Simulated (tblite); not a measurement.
Energy landscape of H₂O (cation, charge +1), doublet: map of symmetric stretch and bend. Scanned: O-H bond length and H-O-H angle.

Cartesian coordinates as functions of the variables (Å; names that start with a are angles):
```
O  0  0  0
H  r*sin(a/2)  0  r*cos(a/2)
H  -r*sin(a/2)  0  r*cos(a/2)
```

Computed with GFN2-xTB, 300 K electronic temperature in tblite.

Energy in eV above the lowest grid point; x is the O-H bond length (Å), y the H-O-H angle (°).

```csv
y \ x,0.85,0.92,0.96,1.02,1.06,1.11,1.17,1.21,1.27,1.31,1.35
180,1.403,0.570,0.388,0.370,0.475,0.695,1.048,1.320,1.764,2.076,2.396
173,1.403,0.569,0.387,0.350,0.454,0.673,1.025,1.296,1.739,2.050,2.370
163,1.349,0.505,0.318,0.292,0.392,0.607,0.954,1.223,1.662,1.972,2.290
153,1.290,0.433,0.238,0.204,0.299,0.509,0.851,1.116,1.552,1.860,2.177
143,1.232,0.358,0.156,0.112,0.202,0.406,0.743,1.007,1.441,1.748,2.065
133,1.194,0.302,0.092,0.038,0.123,0.322,0.655,0.916,1.349,1.656,1.973
123,1.196,0.284,0.065,0.000,0.079,0.272,0.600,0.859,1.289,1.595,1.912
113,1.253,0.320,0.090,0.012,0.084,0.270,0.590,0.846,1.271,1.575,1.890
103,1.382,0.423,0.181,0.087,0.150,0.325,0.635,0.885,1.303,1.602,1.914
93,1.599,0.610,0.353,0.238,0.289,0.450,0.745,0.986,1.392,1.685,1.990
83,1.926,0.899,0.622,0.481,0.515,0.658,0.933,1.160,1.549,1.831,2.126
70,2.570,1.469,1.156,0.965,0.969,1.076,1.310,1.513,1.866,2.126,2.401
```

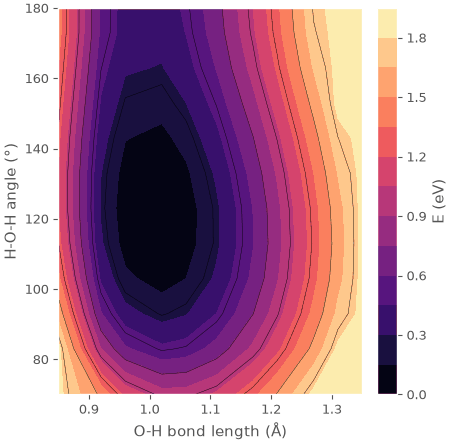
*Energy surface, cut off at 2 eV.*

Points that lie below all their neighbours on the grid: x = 1.02, y = 123 (0.000 eV).
